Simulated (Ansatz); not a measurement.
CH₈SSiZn: several calculations on one system

### Relaxation

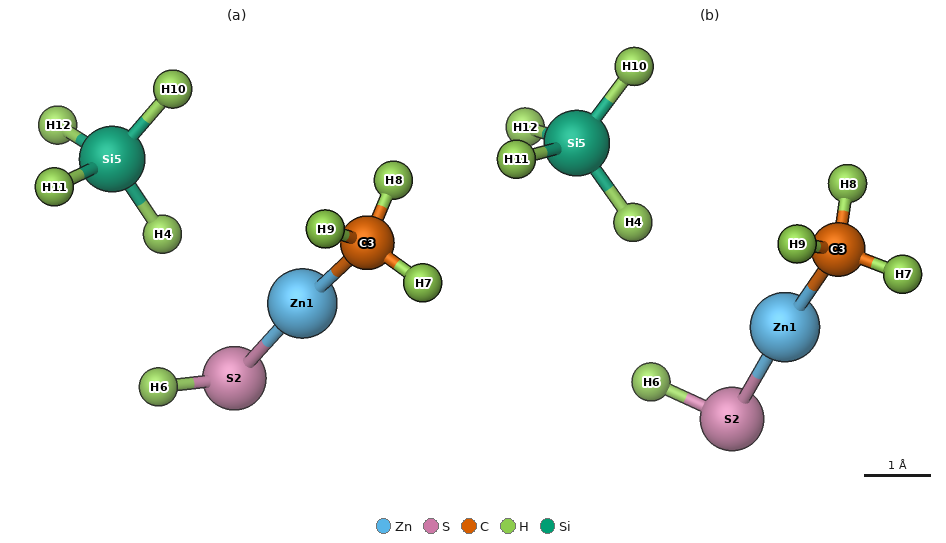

The structure of CH$_{8}$SSiZn before (left) and after (right) a relaxation, at one scale.

The picture is a ball-and-stick view, seen at a tilt.

The run prepares an end point of a later path (reaction) calculation, from a guessed geometry.

Method: RKS PBE0/def2-mTZVP in Ansatz 0.2.0.

The input:
```yaml
crystal:
  periodic: [false, false, false]
  atoms:
    - { symbol: Zn, position_ang: [0.152678, 0.385325, 1.499602] }
    - { symbol: S, position_ang: [-0.255026, 2.59111, 1.329299] }
    - { symbol: C, position_ang: [0.498772, -1.507739, 1.758952] }
    - { symbol: H, position_ang: [-0.426869, 0.982771, -0.79613] }
    - { symbol: Si, position_ang: [-0.547542, 0.287506, -2.062833] }
    - { symbol: H, position_ang: [0.625279, 2.768618, 0.316324] }
    - { symbol: H, position_ang: [0.926547, -1.685032, 2.748939] }
    - { symbol: H, position_ang: [-0.425402, -2.086595, 1.680495] }
    - { symbol: H, position_ang: [1.201615, -1.88842, 1.011241] }
    - { symbol: H, position_ang: [-0.98657, -1.114622, -1.832171] }
    - { symbol: H, position_ang: [0.776166, 0.272978, -2.741451] }
    - { symbol: H, position_ang: [-1.539847, 0.994099, -2.912368] }
basis:
  gaussian: { orbitals: def2-mTZVP }
hamiltonian:
  xc: pbe0
relax:
  f_tol: 0.03
  max_steps: 50
output:
  orbitals: {}
```

Launched with:
```bash
ansatz run input.yaml --threads 4 --pin off --max-ram 5120MiB --backend cpu --events-out ev --progress --plain --runs-dir out
```

Summarise the run.

Answer. Over 16 accepted moves (19 points after the start) the energy falls by 4.07 kcal/mol. Largest force component: 0.89 eV/Å at the start, 0.019 eV/Å at the end. The line search rejected the trial steps at points 7, 16, 18 of the run. The forces were under the threshold at step 6, but the run went on from there. S2 moves most after the best rigid fit: 0.75 Å. Largest moves by element: S 0.75 Å, H 0.60 Å, Zn 0.39 Å, Si 0.30 Å, C 0.13 Å. Near-neighbour distances that change, for instance: Zn1–S2 2.250 → 2.186 Å, H4–Si5 1.450 → 1.491 Å.

Limits of the set-up: the start holds two separate molecules, 2.4 Å apart at their closest, whose relative position is a soft coordinate and is computed without a dispersion correction.

### Relaxation

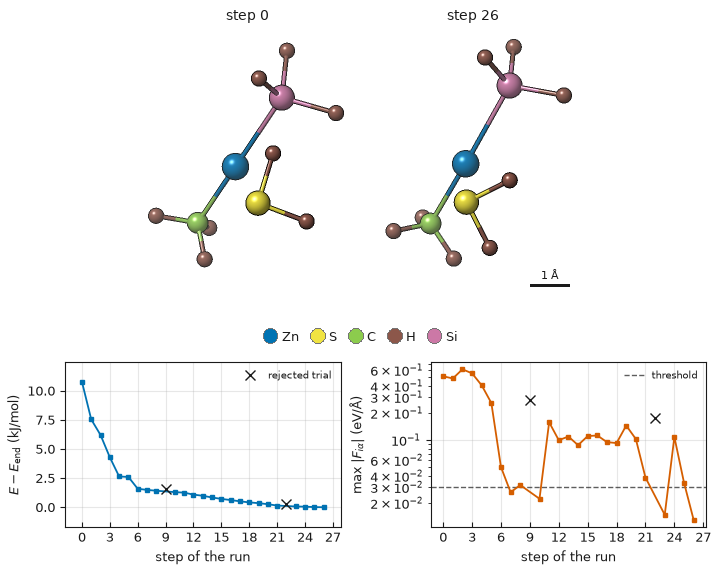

First and last geometry of a relaxation of CH8SSiZn, with the history of the run. The picture is a ball-and-stick view, seen from a free direction.

The run prepares an end point of a later path (reaction) calculation, from a guessed geometry.

Theory: RKS PBE0/def2-mTZVP in Ansatz. Settings: no spin polarisation; force threshold 0.03 eV/Å; at most 50 steps.

Q: Did the run converge, and what did it change?

A: It converged. After 24 accepted moves (26 points after the start) the energy has fallen by 10.8 kJ/mol. Largest force component: 0.51 eV/Å at the start, 0.013 eV/Å at the end. The line search rejected the trial steps at points 9, 22 of the run. The forces were under the threshold at step 7, but the run went on from there. An H atom moves most after the best rigid fit: 1.38 Å. By element the largest moves are H 1.38 Å, S 0.59 Å, C 0.37 Å, Si 0.35 Å, Zn 0.29 Å. Near-neighbour distances that change, for instance: S–Zn 3.569 → 2.913 Å, Si–Zn 2.341 → 2.385 Å, C–Zn 1.953 → 1.965 Å, H–S 1.360 → 1.351 Å. Among the angles between lasting bonds that change: C–Zn–Si 177.1° → 168.8°. The run took 110 s on 4 threads of Arm Neoverse N1, on a shared host, peak memory 0.32 GiB.

Limits of the set-up: the start holds two separate molecules, 2.2 Å apart at their closest, whose relative position is a soft coordinate and is computed without a dispersion correction.

### Path

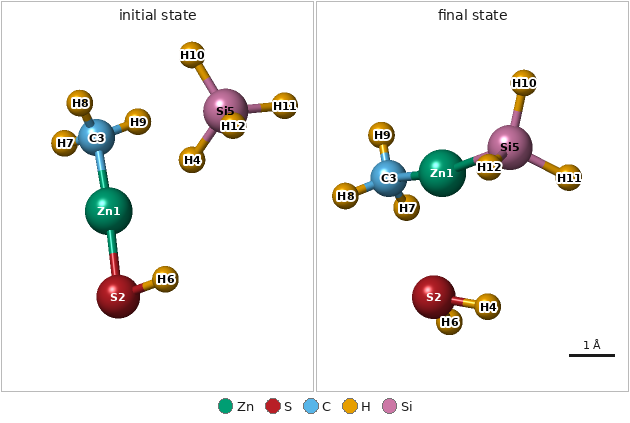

The two relaxed end points of a path for CH$_{8}$SSiZn, made up at the start of CH₄SZn and SiH$_{4}$. The picture is a ball-and-stick view, seen from a free direction.

These are results of Ansatz, RKS PBE0/def2-mTZVP, not measurements.

Run with 7 movable images; climbing image; force threshold 0.03 eV/Å; iteration limit 60.

Start:
```xyz
12

Zn    0.3422    0.5428    1.7996
S     0.1631    2.7166    1.9420
C     0.5127   -1.3891    1.7859
H    -0.2114    0.6438   -0.9570
Si   -0.5558    0.1095   -2.3053
H     0.1053    2.9013    0.6011
H     0.7554   -1.7648    2.7828
H    -0.4179   -1.8627    1.4651
H     1.3062   -1.7077    1.1059
H    -1.1930   -1.2223   -2.1458
H     0.6888   -0.0153   -3.1056
H    -1.4957    1.0480   -2.9687
```

End:
```xyz
12

Zn   -0.0458   -0.6674    0.0757
S    -0.3384    2.1236    0.8568
C     0.4247   -1.3519    1.8563
H     0.0172    2.7661   -0.2772
Si   -0.5367   -0.2717   -2.2247
H     0.8753    2.2937    1.4254
H     1.3754   -0.9398    2.2095
H    -0.3375   -1.0952    2.5982
H     0.5250   -2.4406    1.8540
H    -0.6790   -1.4875   -3.0828
H     0.5228    0.5625   -2.8810
H    -1.8032    0.5080   -2.4101
```

Q: Predict the minimum-energy path and its barrier.

A: The highest point, image 4, lies 1.62 eV above the start and 0.99 eV above the end; the end is at +0.64 eV relative to the start. Breaking: H4–Si5 (1.49 → 1.91 at the top → 3.65 Å), Zn1–S2 (2.19 → 2.45 at the top → 2.91 Å). Forming: S2–H4 (3.58 → 1.72 at the top → 1.35 Å), Zn1–Si5 (4.22 → 2.62 at the top → 2.39 Å). The band is converged. At the top, the vibrational analysis gives one imaginary mode (971i cm⁻¹), as a transition state must have.

Energies of the converged images:

| image | path (Å) | E (eV) |
| --- | --- | --- |
| 0 | 0.00 | 0.000 |
| 1 | 0.86 | 0.003 |
| 2 | 1.71 | 0.055 |
| 3 | 2.57 | 0.452 |
| 4 | 3.43 | 1.623 |
| 5 | 4.36 | 0.925 |
| 6 | 5.29 | 0.668 |
| 7 | 6.22 | 0.644 |
| 8 | 7.15 | 0.636 |

The geometry at the top of the path:

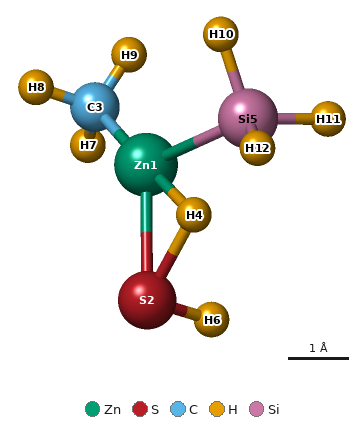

Limits of the set-up: the start holds two separate molecules, 2.8 Å apart at their closest, whose relative position is a soft coordinate and is computed without a dispersion correction.

Cost: 4.8 min on 4 threads of Arm Neoverse N1, on a shared host, peak memory 0.34 GiB.
